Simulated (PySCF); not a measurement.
**C$_{7}$H$_{12}$AlN: density, localisation and related maps**

```xyz
21

C    -2.4537    1.2072   -0.5867
C    -2.2512    0.1251   -0.1010
C    -1.8368   -1.1297    0.4866
N    -0.3827   -1.1710    0.3810
C     0.1956   -2.2640    1.1320
Al    0.2447    0.0256   -0.8173
C     0.5830    2.1964   -0.1686
C     1.7424    1.7047   -0.7470
C     2.2834    0.4380   -0.3739
H    -2.7677    2.1259   -0.9902
H    -2.3183   -1.9705   -0.0374
H    -2.1568   -1.1649    1.5411
H     1.2783   -2.2231    1.0309
H    -0.1527   -3.2359    0.7599
H    -0.0648   -2.1981    2.1972
H    -0.1582   -0.1445   -2.2800
H     0.3917    1.9430    0.8746
H     0.2093    3.1646   -0.4674
H     2.0741    2.1450   -1.6813
H     2.3258    0.2626    0.7027
H     3.2146    0.1637   -0.8552
```

Geometry: GFN2-xTB.

Computed with revPBE/pcSseg-1, SCF density, in a chloroform solvent model, non-relativistic (PySCF 2.14.0).

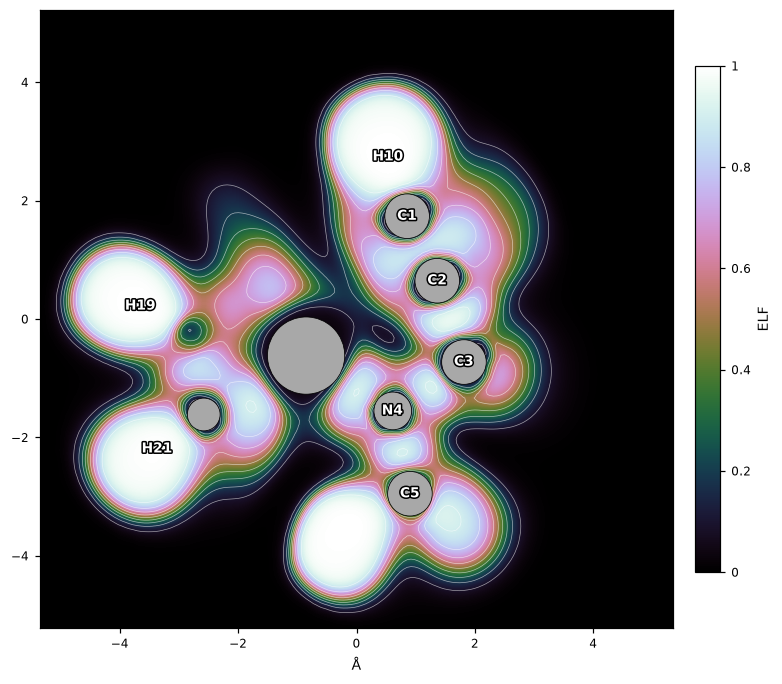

Figure 1. Electron localisation function on the plane of atoms C2, C3 and N4. Grey discs cover the atomic cores.

Q: Interpret the plot.

A: The plane passes through C, N and H nuclei.
C–C (1.20 Å): the ELF peaks at about 0.85 between the atoms; a short, multiple covalent bond.
C–N (1.45 Å): the ELF peaks at about 0.90 between the atoms; a shared electron pair.
C–H (1.05 Å): the ELF climbs to about 1 towards the hydrogen, as it does in any bond to H; a covalent bond by its length.

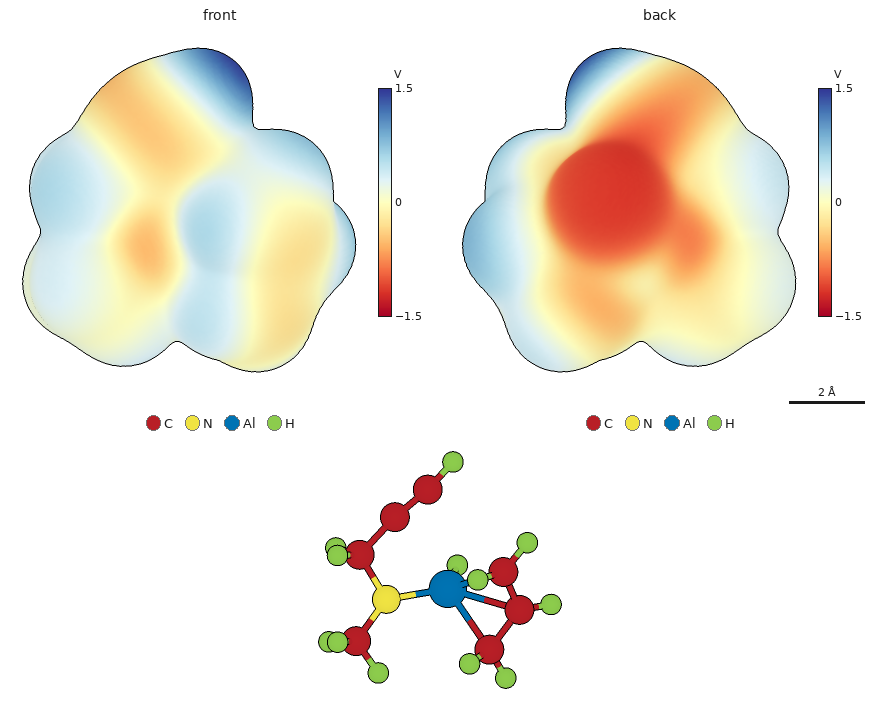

Figure 2. The electrostatic potential painted on the density surface at 0.001 e/bohr³, seen from the front and from behind; red is negative and blue positive. The bare structure is drawn below in the same view.

Q: Which sites attract a positive test charge, and which a negative one?

A: A positive charge is drawn to the negative regions and a negative charge to the positive ones. The most negative region (about −1.2 V) lies over H16, the most positive (about +1.4 V) over H10.

Q: How polar is the molecule by this calculation?

A: Its dipole moment is 1.80 D.
